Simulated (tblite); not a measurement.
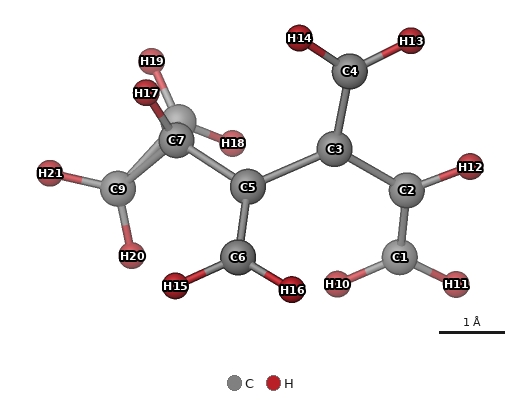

The structure as given in the input (ball-and-stick view, seen at a tilt; atoms are numbered from 1 in the order of the input). Bond lengths as drawn: C–C 1.34 to 1.52 Å and C–H 1.07 to 1.09 Å.

Geometry relaxation, with input and output: C₉H₁₂ (part 1 of 2)

- system: C₉H₁₂
- method: GFN2-xTB geometry optimisation, gas phase (tblite 0.8.0)

## What the program printed
```
step      E/eV     max force
  0    -687.64360    2.241
  1    -687.70871    1.513
  2    -687.74631    0.262
  3    -687.75302    0.225
  4    -687.76006    0.191
  5    -687.76199    0.109
  6    -687.76417    0.104
  7    -687.76588    0.091
  8    -687.76728    0.089
  9    -687.76906    0.114
 10    -687.77091    0.112
 11    -687.77302    0.119
 12    -687.77568    0.156
 13    -687.77915    0.162
 14    -687.78297    0.163
 15    -687.78605    0.099
 16    -687.78818    0.111
 17    -687.79016    0.110
 18    -687.79215    0.103
 19    -687.79370    0.089
 20    -687.79477    0.065
 21    -687.79562    0.074
 22    -687.79640    0.065
 23    -687.79704    0.058
 24    -687.79756    0.055
 25    -687.79813    0.056
 26    -687.79882    0.058
 27    -687.79950    0.059
 28    -687.80003    0.053
 29    -687.80045    0.049
 30    -687.80086    0.045
 31    -687.80125    0.043
 32    -687.80153    0.032
 33    -687.80153    0.032
 34    -687.80164    0.026
 35    -687.80189    0.030
 36    -687.80196    0.025
 37    -687.80214    0.043
 38    -687.80227    0.034
 39    -687.80242    0.030
 40    -687.80257    0.025
 41    -687.80271    0.027
 42    -687.80284    0.033
 43    -687.80298    0.027
 44    -687.80312    0.024
 45    -687.80327    0.030
 46    -687.80342    0.033
 47    -687.80360    0.031
 48    -687.80381    0.034
 49    -687.80405    0.046
 50    -687.80428    0.034
 51    -687.80448    0.026
 52    -687.80469    0.033
 53    -687.80493    0.036
 54    -687.80516    0.038
 55    -687.80534    0.039
 56    -687.80551    0.035
 57    -687.80569    0.032
 58    -687.80587    0.034
 59    -687.80602    0.022
 60    -687.80613    0.029
 61    -687.80624    0.028
 62    -687.80635    0.023
 63    -687.80646    0.027
 64    -687.80657    0.026
 65    -687.80669    0.030
 66    -687.80679    0.024
 67    -687.80687    0.019
 68    -687.80693    0.017
 69    -687.80698    0.018
 70    -687.80704    0.021
 71    -687.80710    0.019
 72    -687.80716    0.013
 73    -687.80719    0.012
 74    -687.80721    0.011
 75    -687.80724    0.014
 76    -687.80726    0.015
 77    -687.80729    0.010
 78    -687.80730    0.011
 79    -687.80732    0.013
 80    -687.80735    0.013
 81    -687.80738    0.014
 82    -687.80741    0.013
 83    -687.80744    0.015
 84    -687.80748    0.016
 85    -687.80753    0.018
 86    -687.80758    0.020
 87    -687.80763    0.014
 88    -687.80766    0.014
 89    -687.80769    0.013
 90    -687.80772    0.013
 91    -687.80775    0.013
 92    -687.80778    0.016
 93    -687.80782    0.014
 94    -687.80786    0.016
 95    -687.80791    0.017
 96    -687.80796    0.018
 97    -687.80801    0.017
 98    -687.80806    0.016
 99    -687.80811    0.016
100    -687.80817    0.017
101    -687.80822    0.024
102    -687.80828    0.018
103    -687.80834    0.023
104    -687.80843    0.027
105    -687.80854    0.027
106    -687.80866    0.030
107    -687.80876    0.024
108    -687.80888    0.030
109    -687.80902    0.036
110    -687.80917    0.036
111    -687.80929    0.025
112    -687.80937    0.020
113    -687.80945    0.028
114    -687.80956    0.029
115    -687.80965    0.031
116    -687.80972    0.017
117    -687.80976    0.013
118    -687.80979    0.013
119    -687.80982    0.014
120    -687.80984    0.013
121    -687.80986    0.010
122    -687.80988    0.009
123    -687.80990    0.009
124    -687.80991    0.009
125    -687.80993    0.010
126    -687.80995    0.010
127    -687.80996    0.007
128    -687.80997    0.006
129    -687.80997    0.005
130    -687.80998    0.005
131    -687.80998    0.005
132    -687.80999    0.004
```

## Trajectory as extended XYZ (Å, eV, eV/Å), 12 frames, from step=0 to step=132
```
21
Properties=species:S:1:pos:R:3:forces:R:3 step=0 energy=-687.64360
C     2.5049    0.2130   -0.6854   -1.2370   0.6790  -0.1910
C     1.5457    1.0595   -1.1377    1.1670  -1.3700   1.0770
C     0.1692    1.0680   -0.6716   -1.1160   1.3540  -1.3940
C    -0.7367    1.7557   -1.4271    0.4900  -0.8890   1.1670
C    -0.3075    0.4716    0.5950    0.9710   0.5890   0.4000
C     0.1237    0.9700    1.7565   -0.0480  -0.1950  -0.1040
C    -1.2921   -0.6188    0.4790    0.1210  -0.8170   0.3370
C    -0.9699   -1.8468   -0.3285   -0.4070  -0.0800  -0.1230
C    -1.0034   -1.9432    1.1643   -0.2830   0.1940   0.0150
H     2.2883   -0.5396    0.0730    0.1300   0.3330  -0.2990
H     3.5034    0.2646   -1.0792    0.0410  -0.0950   0.0590
H     1.8234    1.7746   -1.8917   -0.1650   0.1070  -0.1580
H    -0.4685    2.2395   -2.3375    0.1220   0.1490  -0.2880
H    -1.7720    1.8297   -1.1207    0.1670  -0.0340  -0.0960
H    -0.2231    0.5719    2.7039    0.0360   0.0980  -0.2020
H     0.8338    1.7935    1.8138   -0.2520  -0.3440  -0.1110
H    -2.3247   -0.2819    0.4873    0.0530  -0.0870  -0.0480
H    -0.0134   -1.9326   -0.8227   -0.0320   0.1490   0.0080
H    -1.7873   -2.3045   -0.8833    0.2380   0.0880   0.0810
H    -0.0586   -2.0749    1.6835   -0.2450   0.1340  -0.0710
H    -1.8440   -2.4524    1.6287    0.2480   0.0370  -0.0630
21
Properties=species:S:1:pos:R:3:forces:R:3 step=12 energy=-687.77568
C     2.4643    0.2206   -0.6500   -0.0390   0.0250  -0.0340
C     1.5444    1.0590   -1.1123   -0.0430  -0.0470  -0.0010
C     0.1499    1.1171   -0.6936   -0.0550   0.0140   0.0380
C    -0.7504    1.7631   -1.4364   -0.0280  -0.0600  -0.0050
C    -0.2657    0.4809    0.5820   -0.0260  -0.0470  -0.0450
C     0.1622    0.9418    1.7476   -0.0160   0.0100   0.0470
C    -1.2636   -0.6293    0.4934    0.0250   0.0410  -0.0880
C    -0.9685   -1.8529   -0.3285   -0.0340   0.1500  -0.0230
C    -1.0055   -1.9452    1.1665   -0.0280   0.0950   0.0160
H     2.2628   -0.5097    0.1156   -0.0740   0.0580   0.0410
H     3.4643    0.2275   -1.0456    0.0740  -0.0070   0.0120
H     1.7970    1.7525   -1.9050    0.0540  -0.0240  -0.0080
H    -0.4841    2.2503   -2.3575    0.0460   0.0310  -0.0500
H    -1.7872    1.8157   -1.1563   -0.0360  -0.0040   0.0310
H    -0.1973    0.5242    2.6736    0.0890  -0.0120   0.0230
H     0.8473    1.7707    1.8138    0.0150  -0.0500   0.0130
H    -2.2873   -0.2622    0.4814    0.0430  -0.1050   0.0050
H    -0.0093   -1.9014   -0.8253   -0.0460  -0.0320   0.0430
H    -1.7779   -2.2887   -0.8986    0.0740  -0.0160   0.0480
H    -0.0723   -2.0622    1.6966    0.0240  -0.0070  -0.0350
H    -1.8319   -2.4551    1.6381   -0.0190  -0.0170  -0.0280
21
Properties=species:S:1:pos:R:3:forces:R:3 step=24 energy=-687.79756
C     2.4120    0.2374   -0.5964    0.0250  -0.0160   0.0100
C     1.5178    1.0669   -1.1190    0.0060  -0.0170   0.0070
C     0.1244    1.1510   -0.6976   -0.0140  -0.0260  -0.0340
C    -0.7783    1.7653   -1.4630   -0.0310  -0.0010  -0.0170
C    -0.2674    0.5005    0.5772   -0.0030   0.0210   0.0000
C     0.2207    0.9013    1.7426    0.0050  -0.0050   0.0150
C    -1.2607   -0.6093    0.4812   -0.0010   0.0120  -0.0140
C    -0.9518   -1.8271   -0.3366    0.0090  -0.0270   0.0100
C    -0.9994   -1.9208    1.1583   -0.0100   0.0240   0.0150
H     2.1637   -0.4228    0.2173    0.0060   0.0040   0.0300
H     3.4205    0.1799   -0.9670    0.0250   0.0240  -0.0070
H     1.7922    1.7025   -1.9520   -0.0220  -0.0030   0.0120
H    -0.5049    2.2447   -2.3883    0.0150  -0.0120   0.0000
H    -1.8191    1.8072   -1.1951   -0.0250   0.0250   0.0370
H    -0.0787    0.4336    2.6651   -0.0130  -0.0100   0.0260
H     0.9177    1.7181    1.8243    0.0250  -0.0130  -0.0470
H    -2.2905   -0.2688    0.4651   -0.0040   0.0250  -0.0120
H     0.0144   -1.8851   -0.8143    0.0020   0.0130  -0.0220
H    -1.7477   -2.2826   -0.9058    0.0030   0.0060  -0.0240
H    -0.0644   -2.0402    1.6845   -0.0130  -0.0010   0.0100
H    -1.8293   -2.4350    1.6190    0.0130  -0.0210   0.0060
21
Properties=species:S:1:pos:R:3:forces:R:3 step=36 energy=-687.80196
C     2.4111    0.2444   -0.5779   -0.0030   0.0160  -0.0040
C     1.5079    1.0529   -1.1195    0.0070  -0.0210  -0.0070
C     0.1136    1.1413   -0.7012    0.0150   0.0110   0.0020
C    -0.7887    1.7626   -1.4621    0.0020  -0.0100   0.0010
C    -0.2737    0.4985    0.5778   -0.0050   0.0140  -0.0020
C     0.2376    0.8878    1.7374    0.0010  -0.0070  -0.0150
C    -1.2716   -0.6055    0.4762   -0.0040  -0.0010   0.0250
C    -0.9483   -1.8220   -0.3394   -0.0010  -0.0050   0.0070
C    -1.0057   -1.9140    1.1561   -0.0020  -0.0150  -0.0100
H     2.1678   -0.4015    0.2496    0.0190   0.0080   0.0010
H     3.4226    0.1966   -0.9434    0.0020   0.0140   0.0020
H     1.7765    1.6802   -1.9605    0.0020  -0.0170  -0.0040
H    -0.5148    2.2246   -2.3960   -0.0060   0.0130   0.0050
H    -1.8243    1.8308   -1.1776   -0.0040  -0.0040   0.0010
H    -0.0543    0.4274    2.6666   -0.0010  -0.0010  -0.0040
H     0.9534    1.6903    1.7981    0.0010  -0.0010   0.0010
H    -2.3003   -0.2627    0.4467   -0.0030   0.0020   0.0040
H     0.0195   -1.8699   -0.8158    0.0020   0.0050   0.0070
H    -1.7371   -2.2801   -0.9169   -0.0020   0.0000   0.0010
H    -0.0716   -2.0228    1.6871   -0.0170  -0.0010   0.0020
H    -1.8287   -2.4420    1.6140   -0.0040   0.0020  -0.0120
21
Properties=species:S:1:pos:R:3:forces:R:3 step=48 energy=-687.80381
C     2.4281    0.2593   -0.5763    0.0160   0.0040   0.0130
C     1.5092    1.0418   -1.1285   -0.0250   0.0100  -0.0180
C     0.1164    1.1311   -0.7064   -0.0150   0.0130   0.0250
C    -0.7886    1.7603   -1.4584    0.0070  -0.0090   0.0070
C    -0.2723    0.4923    0.5749   -0.0110  -0.0010   0.0270
C     0.2396    0.8834    1.7333    0.0210  -0.0140  -0.0090
C    -1.2777   -0.6058    0.4818    0.0020  -0.0110  -0.0310
C    -0.9519   -1.8205   -0.3366   -0.0090   0.0130  -0.0190
C    -1.0200   -1.9182    1.1571   -0.0040  -0.0090   0.0010
H     2.2074   -0.3739    0.2666   -0.0070   0.0090   0.0130
H     3.4376    0.2250   -0.9483    0.0090   0.0000  -0.0100
H     1.7664    1.6507   -1.9858    0.0030   0.0070  -0.0150
H    -0.5209    2.2379   -2.3864    0.0040  -0.0180  -0.0010
H    -1.8233    1.8244   -1.1680    0.0100   0.0060   0.0050
H    -0.0531    0.4243    2.6631   -0.0030   0.0100  -0.0050
H     0.9594    1.6819    1.7918    0.0100   0.0070   0.0070
H    -2.3049   -0.2571    0.4546    0.0100  -0.0080  -0.0130
H     0.0191   -1.8608   -0.8077    0.0050  -0.0080   0.0160
H    -1.7339   -2.2773   -0.9236   -0.0180  -0.0040   0.0050
H    -0.0954   -2.0372    1.7003    0.0270   0.0110  -0.0030
H    -1.8501   -2.4445    1.6021   -0.0330  -0.0060   0.0040
21
Properties=species:S:1:pos:R:3:forces:R:3 step=60 energy=-687.80613
C     2.4530    0.2974   -0.5715    0.0020   0.0050   0.0080
C     1.5072    1.0329   -1.1431    0.0040  -0.0010   0.0040
C     0.1210    1.1215   -0.7006   -0.0010  -0.0030  -0.0120
C    -0.7881    1.7516   -1.4463   -0.0020   0.0110  -0.0010
C    -0.2662    0.4820    0.5806    0.0030   0.0090   0.0010
C     0.2529    0.8699    1.7366    0.0180  -0.0120   0.0030
C    -1.2816   -0.6063    0.4775    0.0060  -0.0060   0.0000
C    -0.9615   -1.8235   -0.3385    0.0060  -0.0280   0.0040
C    -1.0490   -1.9228    1.1545    0.0040  -0.0020   0.0010
H     2.2607   -0.2963    0.3065   -0.0010  -0.0010   0.0030
H     3.4559    0.2658   -0.9624   -0.0020  -0.0020   0.0030
H     1.7384    1.6075   -2.0318   -0.0050  -0.0030   0.0010
H    -0.5235    2.2220   -2.3785   -0.0110   0.0040  -0.0100
H    -1.8177    1.8290   -1.1435   -0.0090  -0.0030  -0.0070
H    -0.0419    0.4220    2.6705   -0.0060  -0.0210  -0.0010
H     0.9818    1.6608    1.7892    0.0000   0.0120   0.0060
H    -2.3052   -0.2498    0.4345    0.0050   0.0140  -0.0030
H     0.0164   -1.8813   -0.7921    0.0100   0.0050  -0.0090
H    -1.7416   -2.2721   -0.9341   -0.0170   0.0060  -0.0080
H    -0.1287   -2.0528    1.7034   -0.0030   0.0030   0.0110
H    -1.8911   -2.4405    1.5887    0.0000   0.0130   0.0050
```
